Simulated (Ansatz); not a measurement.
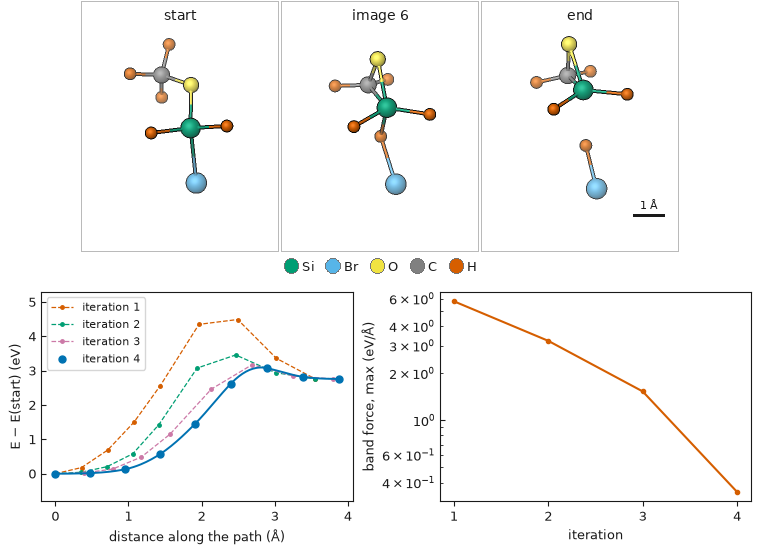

A search for the minimum-energy path of CH5BrOSi by the nudged elastic band. Images are numbered from 0 (start) to 8 (end). The plot follows the band through its iterations. A ball-and-stick model, seen from a free direction.

Method: RKS PBE-D4/def2-SVP in Ansatz 0.2.0. Settings: 7 movable images; climbing image; force threshold 0.5 eV/Å; iteration limit 60; starting path through a guess of the saddle point.

Q: Did the band converge, and can the barrier be trusted?

A: The run is converged, with reservations. The band converged in 4 iterations. The largest component of the band force went from 5.8 to 0.35 eV/Å. The climbing image converged on the top of the path. Its curvatures weren't checked. The force threshold is loose. The first iteration put the highest image at 4.49 eV. The energy climbs by 3.08 eV to image 6 and then falls by 0.32 eV, so the end point sits at +2.76 eV.

Cost: 53 s on 2 threads of Arm Neoverse V2, on a shared host, peak memory 0.14 GiB.
